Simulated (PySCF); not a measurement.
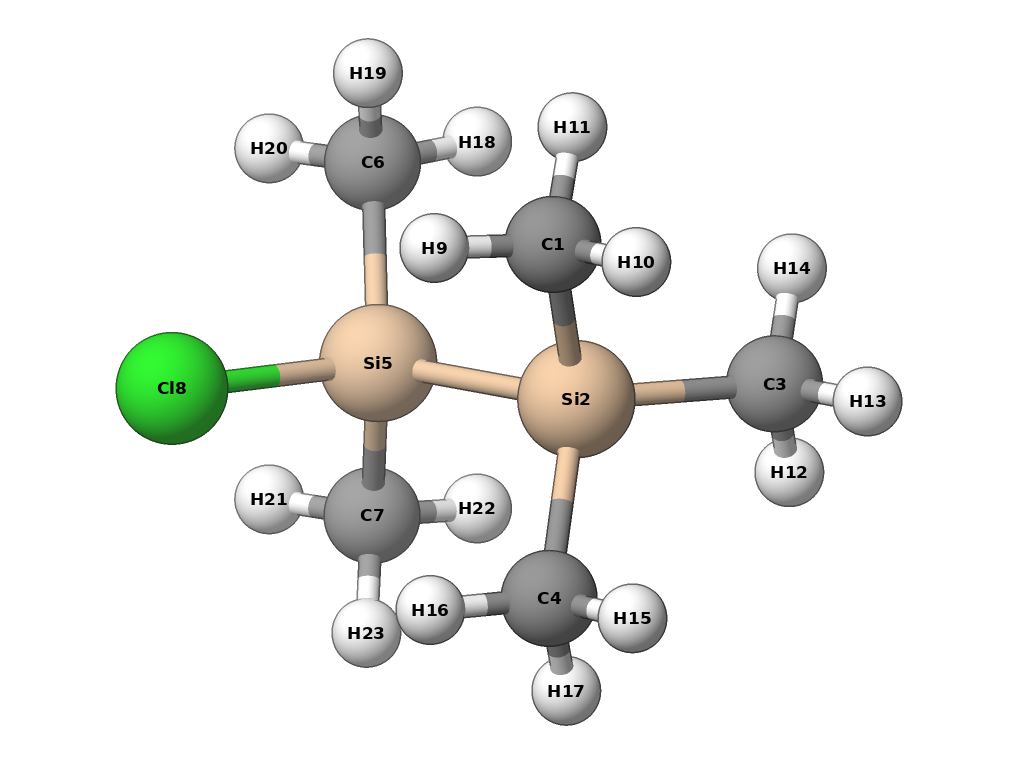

Computed geometry: PBE0-D3(BJ)/def2-SVP optimisation. No frequency run is at hand to confirm it as a minimum. Electric field gradients from the ground-state density, PBE0/pcSseg-1 in chloroform (IEF-PCM) (PySCF 2.14.0), non-relativistic apart from any core potentials.

Give the largest field-gradient component, the quadrupole coupling constant and the asymmetry for 35Cl at Cl8 (Q = −81.7 mb).

```csv
atom,V_zz (a.u.),e²qQ/h (MHz),η
Cl8,1.989,−38.2,0.00
```
